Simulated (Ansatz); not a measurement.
# ScAl3 (Pm-3m): the Drude term of Re ε in the infrared

Re ε of ScAl3 (Pm-3m) at low photon energies is read from one computed spectrum; the carriers' damping was typed as γ = 0.05 eV.

Symmetry: Pm-3m, No. 221, cubic system. Conventional cell: a = 4.088 Å, b = 4.088 Å, c = 4.088 Å, α = 90.00°, β = 90.00°, γ = 90.00°. Sc on site a has 12 Al at 2.89 Å as nearest neighbours. Around Al on site c lie 4 Sc at 2.89 Å and 8 Al at 2.89 Å.

Method: Ansatz 0.2.0, PBE, independent particles, k-mesh 8×8×8 with interpolation inside its cells, Gaussian parameter 0.1 eV.

Launch of the response step: `ansatz run input.yaml --threads 4 --pin off --max-ram 8192MiB --backend cpu --events-out ev --progress --plain --runs-dir out`. The run took 25 s, on 4 threads of Intel(R) Xeon(R) Platinum 8259CL CPU @ 2.50GHz (Skylake/Cascade Lake) (shared host).

```
photon energy E (eV)  wavelength (µm)    Re ε
                0.25             4.96       ?
                0.30             4.13  -322.0
                0.35             3.54  -229.2
                0.40             3.10  -168.0
                0.50             2.48   -95.1
                0.60             2.07   -54.9
                0.70             1.77   -30.9
```

A Drude term over a constant background gives Re ε = ε_b − ωp²/(E² + γ²), linear in 1/(E² + γ²).

Working, on the rows shown:

| x = 1/(E² + γ²) (eV⁻²) | y = Re ε |
| --- | --- |
| 10.8108 | -322 |
| 8 | -229.2 |
| 6.15385 | -168 |
| 3.9604 | -95.1 |
| 2.75862 | -54.9 |
| 2.03046 | -30.9 |

Means: x̄ = 5.619, ȳ = -150.02. Σ(x − x̄)(y − ȳ) = -1882, Σ(x − x̄)² = 56.72. Slope = -1882 / 56.72 = -33.17; intercept = ȳ − slope · x̄ = 36.391. The line misses the rows shown by at most 0.25.

Task: What does the fit predict for the withheld row, and how well does it do?

Result: At x = 15.385 the line gives y = -473.98. The run gave -472.6, so the extrapolation is off by 1.4, 0.3 % of the range in the table.

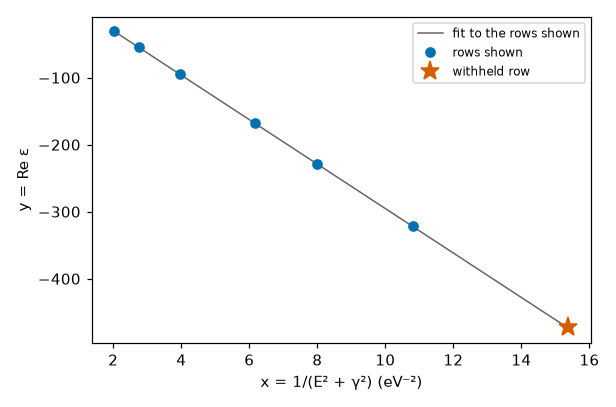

Refitted with all rows, the slope is -33.09 and the intercept 36.002. These give ωp = √(−slope) = 5.75 eV, against 5.72 eV from the program's Fermi-surface sum, and a background ε_b = 36.0 from interband transitions. The values come from a sum over the points of one k-mesh and carry its error, which is largest for Fermi-surface quantities.

[Logs are printed without paths, hosts, clocks, repeated set-up lines and the standing remarks that a program may print on its own settings, such as how far it seeks lower states.]
